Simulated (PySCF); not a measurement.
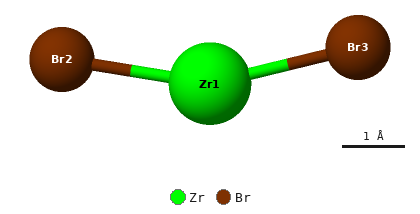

**Figure 1.** The structure (ball-and-stick view, seen at a tilt; atoms are numbered from 1 in the order of the input). Sticks mark near contacts.

# Frequency calculation, with input and output: ZrBr2

System: ZrBr2.
Method: UKS-based PBE0, Zr def2-SVP with ECP28, Br def2-SVP; non-relativistic Hamiltonian with a scalar-relativistic core potential; density fitting (PySCF 2.14.0).

## What the program printed
```
init E= -5194.20454396467
  alpha nocc = 41  HOMO = -0.216427786477311  LUMO = -0.100658627484329
  beta  nocc = 41  HOMO = -0.220444652579104  LUMO = -0.100658627484329
  HOMO = -0.216427786477  LUMO = -0.100658627484  gap/eV = 3.15024
cycle= 1 E= -5194.20454396469  delta_E= -2.09e-11  |g|= 1.61e-06  |ddm|= 1.15e-05
  alpha nocc = 41  HOMO = -0.216428471252975  LUMO = -0.100659493940138
  beta  nocc = 41  HOMO = -0.220445238668603  LUMO = -0.100659493940138
  HOMO = -0.216428471253  LUMO = -0.10065949394  gap/eV = 3.15023
Extra cycle  E= -5194.20454396469  delta_E= -3.64e-12  |g|= 2.33e-06  |ddm|= 9.74e-06
converged SCF energy = -5194.20454396469  <S^2> = 0.96215133  2S+1 = 2.2019549
```

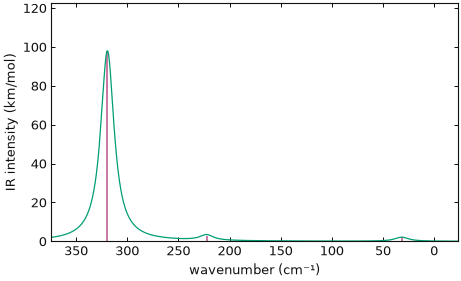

**Figure 2.** Harmonic infrared spectrum, unscaled: sticks (degenerate modes added up, dark ones marked on the axis) with a Lorentzian envelope of 16 cm⁻¹ full width, scaled to the tallest stick. 3 modes from 32 to 319 cm⁻¹, none imaginary. The strongest line is at 319 cm⁻¹ (98 km/mol). All modes, in cm⁻¹ (km/mol): 32 (2.1), 222 (2.9), 319 (98).

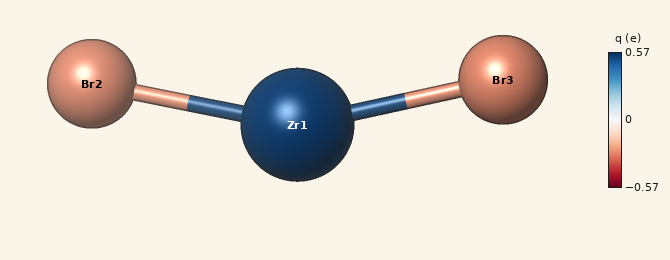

**Figure 3.** Mulliken charges, as the colour of each atom (ball-and-stick view, seen on its broad side; atoms are numbered from 1 in the order of the input). By element: Zr +0.54 and Br −0.27 e.

This output came from the following input.

## The input
```python
from pyscf import gto, scf, dft
mol = gto.M(atom='''
Zr     0.000000    -0.000000    -0.321698
Br     2.444760    -0.000000     0.190048
Br    -2.444760     0.000000     0.190048''',
    basis={'Zr': 'def2-SVP', 'Br': 'def2-SVP'},
    ecp={'Zr': 'def2-SVP'},
    charge=0, spin=0)
mf = dft.UKS(mol, xc='PBE0')
mf.grids.atom_grid = (75, 302)
aux = {'Zr': 'def2-universal-JKFIT', 'Br': 'def2-universal-JKFIT'}
mf = mf.density_fit(auxbasis=aux)
mf.conv_tol = 1e-09
mf.diis_space = 10
mf.max_cycle = 60
mf.verbose = 4
mf.kernel()
```

The script is an equivalent of the set-up of the self-consistent field. The run itself was carried out by a driver, which started from the orbitals of the step before it where there was one and computed the further properties.

Run as:
```bash
OMP_NUM_THREADS=2 python axn.py task.json out
```

## Summary

| quantity | value |
| --- | --- |
| outcome | converged |
| total energy | −5194.204544 hartree |
| ⟨S²⟩ | 0.962 |
| HOMO | −5.89 eV |
| LUMO | −2.75 eV |
| zero-point energy | 0.001306 hartree |
| dipole moment | 1.01 D |
| wavenumbers, lowest and highest | 32 and 319 cm⁻¹ |
| hardware | 2 threads of Arm Neoverse N1, 98 GiB of memory available, shared host |
| wall time | 2 min (CPU time 3.6 min) |
| peak memory | 1.1 GiB |

Checks after the run noted: spin contamination. ⟨S²⟩ is 0.96 against 0.00 for a pure state: the solution is spin-contaminated.
